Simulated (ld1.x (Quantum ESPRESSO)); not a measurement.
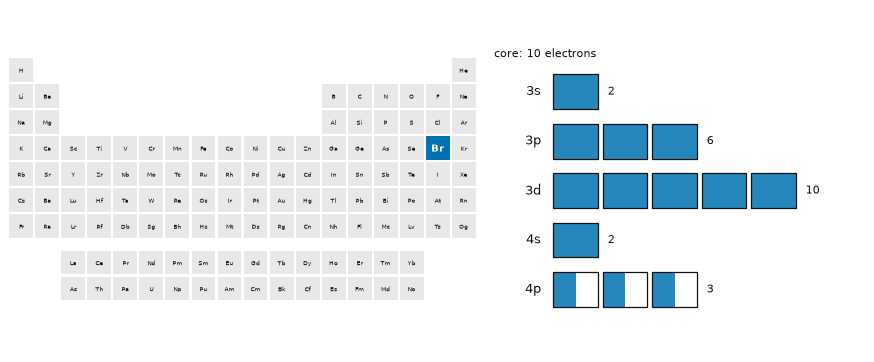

*Left, the place of bromine in the periodic table; right, the valence shells of the reference configuration: a box for each of the 2l + 1 orbitals, shaded by the share of the shell that is filled, with the electron count at the right. The shells are those of the unaltered input.*

Br: pseudopotential generation

System: bromine (Br, Z = 35), core [Ne], reference valence 3s2 3p6 3d10 4s2 4p3 (an ion of charge +2), valence charge 25. (This line and the method describe the unaltered input from which the odd one was made.)
Method: TM potential, PBEsol, fully relativistic, made with ld1.x (Quantum ESPRESSO) 7.5.

Input:
```
 &input
   title='Br', zed=35., rel=2, dft='PBESOL', iswitch=3, rmax=20.0,
   config='[Ar] 3d10 4s2 4p3 4f-2', rel_dist='average',
   nld=7, rlderiv=0.85, eminld=-21.0, emaxld=5.0, deld=0.1
 /
 &inputp
   pseudotype=2, tm=.true., lloc=0,
   nlcc=.true., new_core_ps=.true.,
   file_pseudopw='Br.UPF', file_wfcaegen='ae.wfc', file_wfcncgen='nc.wfc', file_beta='beta', file_chi='chi'
 /
4
3P  2  1   6.00   0.00  0.60  0.60  0.0
3D  3  2  10.00   0.00  0.55  0.55  0.0
4F  4  3  -2.00   0.05  0.60  0.60  0.0
3S  1  0   2.00   0.00  0.75  0.75  0.0
 &test
   configts(1)='3s2 3p6 3d10 4s2 4p3'
 /
```

Hardware: 1 CPU thread, shared host.

Command:
```bash
ld1.x < Br.in > Br.out
```

Output:
```
     Program LD1 v.7.5
     --------------------------- All-electron run ----------------------------

     Br
     dirac relativistic calculation

     atomic number is 35.00
     dft =PBESOL   lsd =0 sic =0 latt =0  beta=0.20 tr2=1.0E-14
     Exchange-correlation= PBESOL
                           (   1   4  10   8   0   0   0)
     mesh =1085 r(mesh) =  19.97840 a.u. xmin = -7.00 dx = 0.01250
     1 Ry =  13.60569312 eV, c = 137.03599908

     n l j   nl                  e(Ry)          e(Ha)          e(eV)
     Spin orbit split results
     1 0 0.5 1S 1( 2.00)      -979.5860      -489.7930    -13327.9467
     2 0 0.5 2S 1( 2.00)      -129.0122       -64.5061     -1755.3008
     2 1 0.5 2P 1( 2.00)      -116.3848       -58.1924     -1583.4952
     2 1 1.5 2P 1( 4.00)      -112.8971       -56.4485     -1536.0428
     3 0 0.5 3S 1( 2.00)       -19.2317        -9.6159      -261.6612
     3 1 0.5 3P 1( 2.00)       -14.8420        -7.4210      -201.9354
     3 1 1.5 3P 1( 4.00)       -14.3392        -7.1696      -195.0951
     3 2 1.5 3D 1( 4.00)        -6.7182        -3.3591       -91.4053
     3 2 2.5 3D 1( 6.00)        -6.6382        -3.3191       -90.3167
     4 0 0.5 4S 1( 2.00)        -3.0759        -1.5379       -41.8495
     4 1 0.5 4P 1( 1.00)        -2.1080        -1.0540       -28.6812
     4 1 1.5 4P 1( 2.00)        -2.0600        -1.0300       -28.0277
     Averaged results
     1 0     1S 1( 2.00)      -979.5860      -489.7930    -13327.9467
     2 0     2S 1( 2.00)      -129.0122       -64.5061     -1755.3008
     2 1     2P 1( 6.00)      -114.0596       -57.0298     -1551.8602
     3 0     3S 1( 2.00)       -19.2317        -9.6159      -261.6612
     3 1     3P 1( 6.00)       -14.5068        -7.2534      -197.3752
     3 2     3D 1(10.00)        -6.6702        -3.3351       -90.7521
     4 0     4S 1( 2.00)        -3.0759        -1.5379       -41.8495
     4 1     4P 1( 3.00)        -2.0760        -1.0380       -28.2455

     final scf error:  8.2E-15 reached in  42 iterations

     Etot =   -5207.139956 Ry,   -2603.569978 Ha,  -70846.748293 eV

     Ekin =    5339.231600 Ry,    2669.615800 Ha,   72643.946664 eV
     Encl =  -12523.940497 Ry,   -6261.970249 Ha, -170396.891096 eV
     Eh   =    2157.048632 Ry,    1078.524316 Ha,   29348.141736 eV
     Exc  =    -179.479691 Ry,     -89.739845 Ha,   -2441.945597 eV

     normalization and overlap integrals

     s(1S/1S) =  1.000000  <r> =   0.0428  <r2> =    0.0025  r(max) =   0.0279
     s(2S/2S) =  1.000000  <r> =   0.1894  <r2> =    0.0423  r(max) =   0.1584
     s(2P/2P) =  1.000000  <r> =   0.1628  <r2> =    0.0325  r(max) =   0.1249
     s(2P/2P) =  1.000000  <r> =   0.1667  <r2> =    0.0340  r(max) =   0.1280
     s(3S/3S) =  1.000000  <r> =   0.5516  <r2> =    0.3501  r(max) =   0.4817
     s(3P/3P) =  1.000000  <r> =   0.5570  <r2> =    0.3637  r(max) =   0.4758
     s(3P/3P) =  1.000000  <r> =   0.5675  <r2> =    0.3774  r(max) =   0.4817
     s(3D/3D) =  1.000000  <r> =   0.5866  <r2> =    0.4265  r(max) =   0.4305
     s(3D/3D) =  1.000000  <r> =   0.5907  <r2> =    0.4323  r(max) =   0.4305
     s(4S/4S) =  1.000000  <r> =   1.5897  <r2> =    2.8694  r(max) =   1.3940
     s(4P/4P) =  1.000000  <r> =   1.8300  <r2> =    3.8373  r(max) =   1.5599
     s(4P/4P) =  1.000000  <r> =   1.8603  <r2> =    3.9639  r(max) =   1.5994

     ------------------------ End of All-electron run ------------------------

     --------------------- Generating NC pseudopotential ---------------------

      Generating local pot.: lloc=0, matching radius rcloc =   0.7500

      Computing core charge for nlcc:

       r > 0.25 : true rho core
      Core charge pseudized with two Bessel functions
      Integrated core pseudo-charge :  12.99

     Fully relativistic calculation: |psi|^2

     Wfc 3P LC norm =  0.99928496 SC norm =  0.00071089 missing  0.00000415

     Wfc 3P LC norm =  0.99930518 SC norm =  0.00066928 missing  0.00002554

     Wfc 3D LC norm =  0.99942518 SC norm =  0.00057447 missing  0.00000035

     Wfc 3D LC norm =  0.99943095 SC norm =  0.00052919 missing  0.00003986

      Wfc   3P  rcut= 0.603  Using Troullier-Martins method

      Wfc   3P  rcut= 0.603  Using Troullier-Martins method

      Wfc   3D  rcut= 0.546  Using Troullier-Martins method

      Wfc   3D  rcut= 0.546  Using Troullier-Martins method

      Wfc   4F  rcut= 0.603  Using Troullier-Martins method

      Wfc   4F  rcut= 0.603  Using Troullier-Martins method

     ------------------- End of pseudopotential generation -------------------

     --------------------------- All-electron run ----------------------------

     Br
     dirac relativistic calculation

     atomic number is 35.00
     dft =PBESOL   lsd =0 sic =0 latt =0  beta=0.20 tr2=1.0E-14
     Exchange-correlation= PBESOL
                           (   1   4  10   8   0   0   0)
     mesh =1085 r(mesh) =  19.97840 a.u. xmin = -7.00 dx = 0.01250
     1 Ry =  13.60569312 eV, c = 137.03599908

     n l j   nl                  e(Ry)          e(Ha)          e(eV)
     Spin orbit split results
     1 0 0.5 1S 1( 2.00)      -979.5860      -489.7930    -13327.9467
     2 0 0.5 2S 1( 2.00)      -129.0122       -64.5061     -1755.3008
     2 1 0.5 2P 1( 2.00)      -116.3848       -58.1924     -1583.4952
     2 1 1.5 2P 1( 4.00)      -112.8971       -56.4485     -1536.0428
     3 0 0.5 3S 1( 2.00)       -19.2317        -9.6159      -261.6612
     3 1 0.5 3P 1( 2.00)       -14.8420        -7.4210      -201.9354
     3 1 1.5 3P 1( 4.00)       -14.3392        -7.1696      -195.0951
     3 2 1.5 3D 1( 4.00)        -6.7182        -3.3591       -91.4053
     3 2 2.5 3D 1( 6.00)        -6.6382        -3.3191       -90.3167
     4 0 0.5 4S 1( 2.00)        -3.0759        -1.5379       -41.8495
     4 1 0.5 4P 1( 1.00)        -2.1080        -1.0540       -28.6812
     4 1 1.5 4P 1( 2.00)        -2.0600        -1.0300       -28.0277
     Averaged results
     1 0     1S 1( 2.00)      -979.5860      -489.7930    -13327.9467
     2 0     2S 1( 2.00)      -129.0122       -64.5061     -1755.3008
     2 1     2P 1( 6.00)      -114.0596       -57.0298     -1551.8602
     3 0     3S 1( 2.00)       -19.2317        -9.6159      -261.6612
     3 1     3P 1( 6.00)       -14.5068        -7.2534      -197.3752
     3 2     3D 1(10.00)        -6.6702        -3.3351       -90.7521
     4 0     4S 1( 2.00)        -3.0759        -1.5379       -41.8495
     4 1     4P 1( 3.00)        -2.0760        -1.0380       -28.2455

     final scf error:  8.2E-15 reached in  42 iterations

     Etot =   -5207.139956 Ry,   -2603.569978 Ha,  -70846.748293 eV

     Ekin =    5339.231600 Ry,    2669.615800 Ha,   72643.946664 eV
     Encl =  -12523.940497 Ry,   -6261.970249 Ha, -170396.891096 eV
     Eh   =    2157.048632 Ry,    1078.524316 Ha,   29348.141736 eV
     Exc  =    -179.479691 Ry,     -89.739845 Ha,   -2441.945597 eV

     normalization and overlap integrals

     s(1S/1S) =  1.000000  <r> =   0.0428  <r2> =    0.0025  r(max) =   0.0279
     s(2S/2S) =  1.000000  <r> =   0.1894  <r2> =    0.0423  r(max) =   0.1584
     s(2P/2P) =  1.000000  <r> =   0.1628  <r2> =    0.0325  r(max) =   0.1249
     s(2P/2P) =  1.000000  <r> =   0.1667  <r2> =    0.0340  r(max) =   0.1280
     s(3S/3S) =  1.000000  <r> =   0.5516  <r2> =    0.3501  r(max) =   0.4817
     s(3P/3P) =  1.000000  <r> =   0.5570  <r2> =    0.3637  r(max) =   0.4758
     s(3P/3P) =  1.000000  <r> =   0.5675  <r2> =    0.3774  r(max) =   0.4817
     s(3D/3D) =  1.000000  <r> =   0.5866  <r2> =    0.4265  r(max) =   0.4305
     s(3D/3D) =  1.000000  <r> =   0.5907  <r2> =    0.4323  r(max) =   0.4305
     s(4S/4S) =  1.000000  <r> =   1.5897  <r2> =    2.8694  r(max) =   1.3940
     s(4P/4P) =  1.000000  <r> =   1.8300  <r2> =    3.8373  r(max) =   1.5599
     s(4P/4P) =  1.000000  <r> =   1.8603  <r2> =    3.9639  r(max) =   1.5994

     ------------------------ End of All-electron run ------------------------

     Computing logarithmic derivative in   0.85080
     Computing logarithmic derivative in   0.85080
     Computing the partial wave expansion
       no projector for channel:   0
     R is outside the sphere for l=    1 j= 0.50
     R is outside the sphere for l=    1 j= 1.50
     R is outside the sphere for l=    2 j= 1.50
     R is outside the sphere for l=    2 j= 2.50
     R is outside the sphere for l=    3 j= 2.50
     R is outside the sphere for l=    3 j= 3.50

     ---------------------- Testing the pseudopotential ----------------------

     Br
     dirac relativistic calculation

     atomic number is 35.00   valence charge is 25.00
     dft =PBESOL   lsd =0 sic =0 latt =0  beta=0.20 tr2=1.0E-14
     mesh =1085 r(mesh) =  19.97840 xmin = -7.00 dx = 0.01250

     n l  j  nl             e AE (Ry)       e PS (Ry)    De AE-PS (Ry)
     1 0 0.5 3S   1( 2.00)      -19.23174      -19.23187        0.00012
     2 1 0.5 3P   1( 2.00)      -14.84198      -14.84196       -0.00002
     2 1 1.5 3P   1( 4.00)      -14.33923      -14.34017        0.00094
     3 2 1.5 3D   1( 4.00)       -6.71816       -6.71655       -0.00161
     3 2 2.5 3D   1( 6.00)       -6.63815       -6.63888        0.00073
     2 0 0.5 4S   1( 2.00)       -3.07588       -3.20709        0.13121  !
     3 1 0.5 4P   1( 1.00)       -2.10803       -2.14113        0.03311  !
     3 1 1.5 4P   1( 2.00)       -2.06000       -2.09143        0.03143  !

     eps = 8.9E-15  iter = 17

     Etot =   -5207.139956 Ry,   -2603.569978 Ha,  -70846.748293 eV
     Etotps =  -900.352828 Ry,    -450.176414 Ha,  -12249.924281 eV

     Ekin =     548.880727 Ry,     274.440364 Ha,    7467.902735 eV
     Encl =   -1689.749761 Ry,    -844.874881 Ha,  -22990.216709 eV
     Ehrt =     646.527354 Ry,     323.263677 Ha,    8796.452777 eV
     Ecxc =    -133.846672 Ry,     -66.923336 Ha,   -1821.076748 eV
     (Ecc =     -64.981069 Ry,     -32.490535 Ha,    -884.112488 eV)
     Epseu=    -272.164476 Ry,    -136.082238 Ha,   -3702.986335 eV

     ---------------------- End of pseudopotential test ----------------------
```

Outcome:

- outcome: generated; the pseudo-atom misses its reference levels by up to 1.79 eV (4s, which has no pseudo-wave of its own)
- reference test: the pseudo-atom misses its own reference levels by up to 1.79 eV
- wall time: 1.2 s

What is odd here:

This input holds a deliberate oddity: mesh end rmax=20.0. The program ran to the end. The all-electron atom is untouched: its total energy equals that from the unaltered input (−5207.1400 Ry). The pseudo-atom's energy and levels in the reference configuration are also those from the unaltered input, so the oddity leaves no trace there. The pseudo-atom misses the all-electron 4s level by 0.131 Ry, much as with the unaltered input. No test for ghost states or cutoffs was run on this potential, so its soundness isn't shown.
